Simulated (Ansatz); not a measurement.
**H2NOSi (SMILES N=[SiH][O-]) (charge −1): density, localisation and related maps**

The calculation's input:

```
crystal:
  periodic: [false, false, false]
  atoms:
    - { symbol: "N", position_ang: [-0.68868, -0.99441, -0.02762] }
    - { symbol: Si, position_ang: [0.34117, 0.28162, 0.06266] }
    - { symbol: O, position_ang: [0.35821, 1.78128, -0.27957] }
    - { symbol: H, position_ang: [-1.61275, -0.80812, -0.41725] }
    - { symbol: H, position_ang: [1.60205, -0.26037, 0.66177] }
total_charge: -1
basis:
  gaussian: { orbitals: def2-SVP }
hamiltonian:
  xc: r2scanh
relax:
  f_tol: 0.015
  max_steps: 40
output:
  orbitals: {}
```

Run with:

```sh
ansatz run input.yaml --threads 1 --pin off --max-ram 2048MiB --backend cpu --events-out ev --progress --plain --runs-dir out
```

The fields are those of the relaxed geometry.

Computed with RKS r2SCANh/def2-SVP in Ansatz.

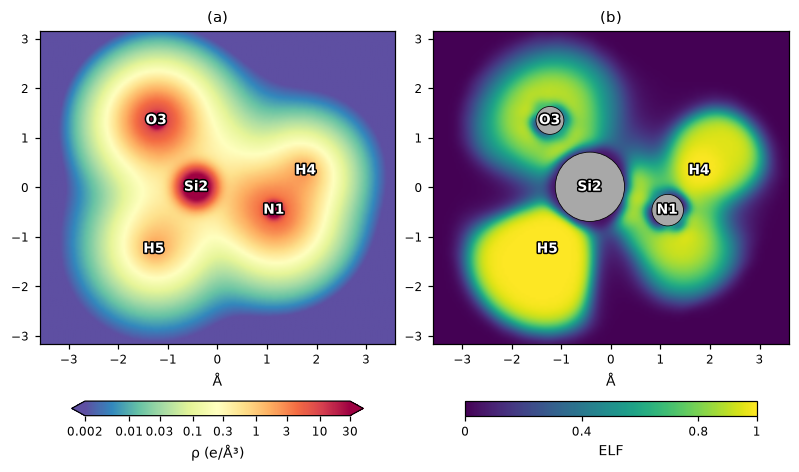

Figure 1. (a) electron density; (b) electron localisation function on the molecular plane. Grey discs cover the atomic cores in the ELF map.

Question: Read the bonding off the picture.

Answer: The plane passes through N, Si, O and H nuclei. Si–O (1.56 Å): ρ at the midpoint is about 1.3 e/Å³; the ELF peaks at about 0.85 between the atoms; a shared but strongly polarised pair. Si–N (1.64 Å): the density is about 1.2 e/Å³ at the midpoint; the ELF peaks at about 0.90 between the atoms, as expected for a shared but strongly polarised pair. N–H (1.02 Å): the density is about 2.6 e/Å³ at the midpoint; the ELF climbs to about 1 towards the hydrogen, as it does in any bond to H; an ordinary covalent bond to hydrogen. Si–H (1.52 Å): ρ at the midpoint is about 0.69 e/Å³; the ELF climbs to about 1 towards the hydrogen. The ELF also peaks beside N1 and O3, away from the bonds: lone-pair regions.

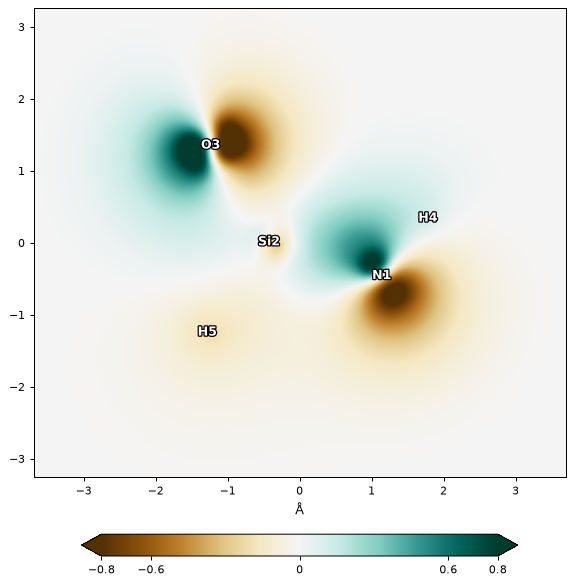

Figure 2. The HOMO−1 on the molecular plane (values in Å⁻³ᐟ²; the overall sign is arbitrary).

Question: What is the character of this orbital?

Answer: Its weight (Hirshfeld) is mainly on O3 (about 45 %), N1 (about 40 %) and Si2 (about 10 %); it is symmetric in the molecular plane (an in-plane orbital: σ, lone-pair or in-plane π type); largely a combination of lone pairs on O3 and N1. Its energy is −0.39 eV.

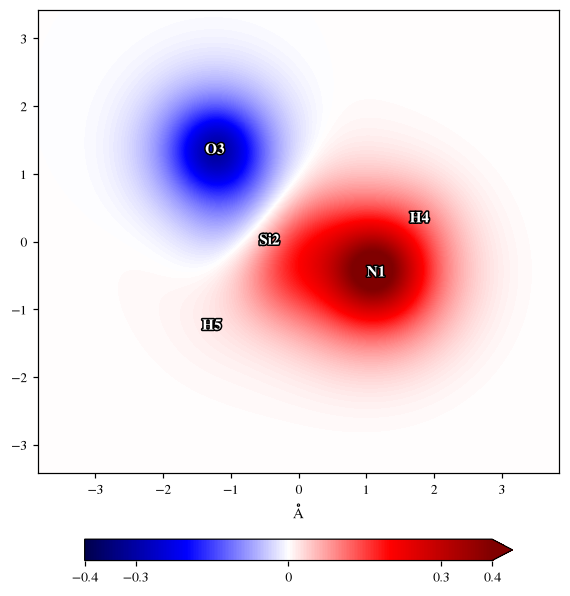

Figure 3. The HOMO on a plane 0.8 Å above the molecular plane (values in Å⁻³ᐟ²; the overall sign is arbitrary).

Question: Describe this orbital and give its energy.

Answer: It lies mainly on N1 (about 55 %) and O3 (about 25 %); it changes sign across the molecular plane (π type); π-antibonding (a node) across Si2–O3. Its energy is −0.13 eV.
